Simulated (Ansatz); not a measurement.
**InBH3OF: single-point calculation**

System: InBH3OF, SMILES FB[O][InH2].
Method: RHF, rpa/x2c-TZVPPall (Ansatz 0.2.0).

The geometry comes from this level: PBE0-D4/def2-TZVP.

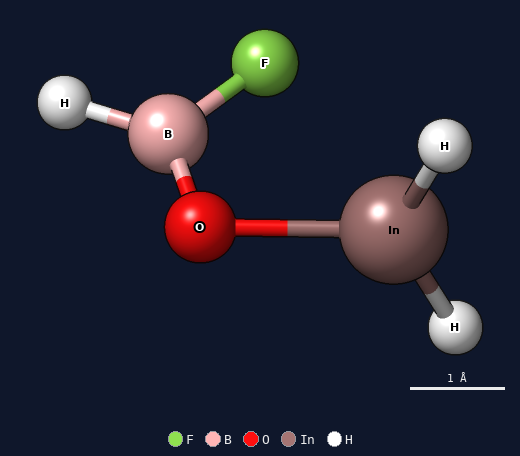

**Figure 1.** The structure (ball-and-stick view, seen at a tilt). Sticks mark near contacts.

Input file:
```yaml
crystal:
  periodic: [false, false, false]
  atoms:
    - {symbol: Xx, position_ang: [-0.113271, -1.450357, 0.494368]}
    - {symbol: B, position_ang: [1.014683, -0.662199, 0.658436]}
    - {symbol: O, position_ang: [0.954092, 0.556624, 0.179801]}
    - {symbol: In, position_ang: [-0.910862, 0.809509, -0.671246]}
    - {symbol: H, position_ang: [1.933640, -1.176255, 1.222995]}
    - {symbol: H, position_ang: [-2.003915, 1.478630, 0.448978]}
    - {symbol: H, position_ang: [-0.874366, 0.444049, -2.333332]}
basis:
  gaussian: {orbitals: x2c-TZVPPall}
hamiltonian: {xc: {name: HF}}
correlation: {method: rpa}
```

Launch command:
```bash
ansatz run in.yaml --threads 2 --pin off --events-out ev --progress --plain --max-ram 4352MiB
```

Log:
```
Error: YAML parse error: error: line 4 column 16: `Xx` is not an element symbol (H … Og, case-exact)
 --> <input>:4:16
  |
2 |   periodic: [false, false, false]
3 |   atoms:
4 |     - {symbol: Xx, position_ang: [-0.113271, -1.450357, 0.494368]}
  |                ^ `Xx` is not an element symbol (H … Og, case-exact)
5 |     - {symbol: B, position_ang: [1.014683, -0.662199, 0.658436]}
6 |     - {symbol: O, position_ang: [0.954092, 0.556624, 0.179801]}
  |
```

Outcome:

```json
{"quantity": "outcome", "value": "refused by the program"}
{"quantity": "hardware", "value": "2 threads of Arm Neoverse N1, 23 GiB of memory available, shared host"}
```

Diagnosis:

The input was spoiled on purpose: the basis or potentials don't cover an element or don't fit the Hamiltonian. The program refused the input: “YAML parse error: error: line 4 column 16: `Xx` is not an element symbol (H … Og, case-exact) --> <input>:4:16 | 2 | periodic: [false, false, false] 3 | atoms: 4 | - {symbol: Xx, position_ang: [-0.113271, -1.450357, 0.494368]} | ^ `Xx` is not an element symbol (H … Og, case-exact) 5 | - {symbol: B, position_ang: …”
